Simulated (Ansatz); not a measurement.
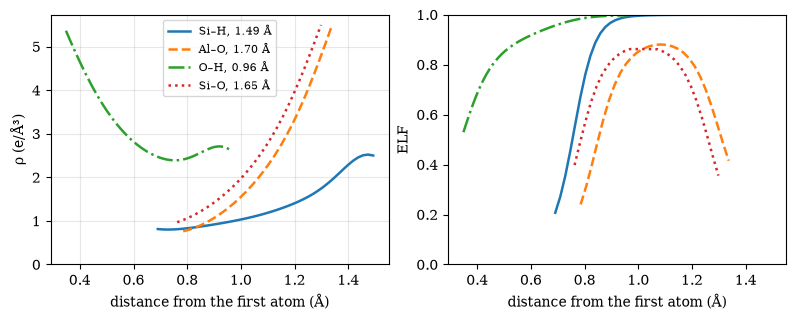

*AlH5O2Si. Electron density and ELF along straight lines between neighbouring atoms. The curves leave out the atomic cores.*

Geometry: B3LYP-D3(BJ)/def2-SVP.

Theory: isolated molecule in a Gaussian basis; Kohn-Sham density functional theory, functional PBE0 (Ansatz).

```yaml
atoms:
  - { symbol: Al, position_ang: [-0.2761, -1.4760, 0.8588] }
  - { symbol: O, position_ang: [0.2093, -1.1856, 2.4590] }
  - { symbol: O, position_ang: [-1.8120, -1.0089, 0.3045] }
  - { symbol: Si, position_ang: [-3.2971, -0.5803, -0.2682] }
  - { symbol: H, position_ang: [-0.2968, -0.7617, 3.1573] }
  - { symbol: H, position_ang: [0.7468, -2.1901, -0.0837] }
  - { symbol: H, position_ang: [-4.1936, -0.1837, 0.8585] }
  - { symbol: H, position_ang: [-3.1773, 0.5745, -1.2061] }
  - { symbol: H, position_ang: [-3.9270, -1.7234, -0.9922] }
```

Compare the contacts.

Si–H (1.49 Å): the density is about 0.8 e/Å³ at the midpoint; the ELF climbs to about 1 towards the hydrogen, as it does in any bond to H.
Al–O (1.70 Å): ρ at the midpoint is about 0.9 e/Å³; the ELF peaks at about 0.90 in the valence shell of O, 0.6 Å from its nucleus, and is about 0.50 at the midpoint.
O–H (0.96 Å): ρ is about 3.7 e/Å³ halfway; the ELF climbs to about 1 towards the hydrogen; a covalent bond by its length.
Si–O (1.65 Å): the density is about 1.1 e/Å³ at the midpoint; the ELF peaks at about 0.85 between the atoms; a shared but strongly polarised pair.
